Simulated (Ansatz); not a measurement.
# Si2W: the cost of one run

Computed with Ansatz 0.2.0 through its Python package. Level of theory: DFT PBE, plane waves, PAW.

## (1) Starting point

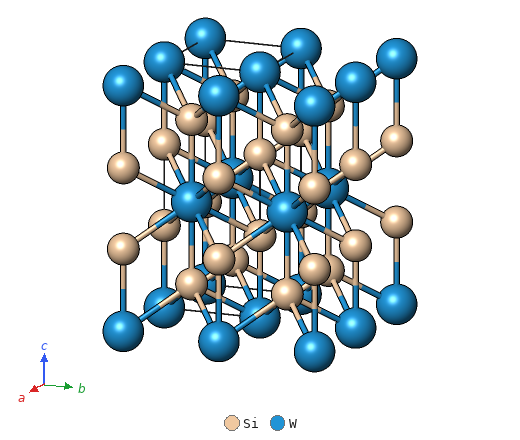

The starting structure, viewed slightly off an axis; silicon light orange, tungsten blue. 2×2×1 cells are drawn. The cell is the conventional one. Atoms on cell faces are repeated.

The script reads POSCAR_si2w:

```text
Si2W
1.0
  -1.60690000    1.60690000    3.91495000
   1.60690000   -1.60690000    3.91495000
   1.60690000    1.60690000   -3.91495000
Si W
2 1
Direct
   0.33470000    0.33470000    0.00000000
   0.66530000    0.66530000    0.00000000
   0.00000000    0.00000000    0.00000000
```

## (2) The script

File smear_si2w.py:

```python
'''How the energy of Si2W depends on the smearing.'''

import argparse
import csv

import ansatz as az
from ase.io import read

parser = argparse.ArgumentParser(description='How the energy of Si2W depends on the smearing.')
parser.add_argument('--xc', required=True, help='exchange-correlation functional')
parser.add_argument('--kgrid', type=int, nargs=3, required=True, help='k-point sampling')
args = parser.parse_args()

atoms = read('POSCAR_si2w', format='vasp')
si2w = az.Crystal.from_ase(atoms)

calculation = (
    si2w.calculation()
    .functional(args.xc)
    .kpoints(*args.kgrid, center='gamma')  # sampling of the Brillouin zone
    .stress()  # positive in compression
)

rows = []
for value in [0.3, 0.2, 0.1, 0.05]:
    summary = calculation.occupations('cold', width=value).run(threads=1).report
    rows.append((value, summary['free_energy_ev'] / len(summary['lattice']['sites']), summary['n_iterations'], sum(summary['stress_gpa'][i][i] for i in range(3)) / 3, summary['n_kpoints']))

with open('smear.csv', 'w', newline='') as handle:
    writer = csv.writer(handle)
    writer.writerow(['width (eV)', 'F/atom (eV)', 'iterations', 'P (GPa)', 'k-points'])
    writer.writerows([round(v, 5) if isinstance(v, float) else v for v in row] for row in rows)

# differences from the last row
for row in rows[:-1]:
    shift = 1000 * (row[1] - rows[-1][1])
    print(f'{row[0]}: {shift:+.2f} meV/atom' + ('  (within 1 meV)' if abs(shift) < 1 else ''))
```

## (3) The input behind the calls

The engine receives this input (first run):

```yaml
crystal:
  lattice:
    - [-1.6069, 1.6069, 3.91495]
    - [1.6069, -1.6069, 3.91495]
    - [1.6069, 1.6069, -3.91495]
  atoms:
    - { symbol: Si, position: [0.33469999999999994, 0.3347, 0.0] }
    - { symbol: Si, position: [0.6653, 0.6652999999999999, 0.0] }
    - { symbol: W, position: [0.0, 0.0, 0.0] }
kpoints:
  mp_grid:
    grid: [12, 12, 12]
    shift: [0.0, 0.0, 0.0]
hamiltonian:
  xc: pbe
scf:
  occupations:
    method: cold
    width: 0.3
output:
  stress: true
```

## (4) The run

The run is started by

```sh
$ python smear_si2w.py --xc pbe --kgrid 12 12 12
```

What time and memory should one allow on 1 thread of Arm Neoverse V1, shared host?

About 22 s, with a peak of 0.49 GiB.
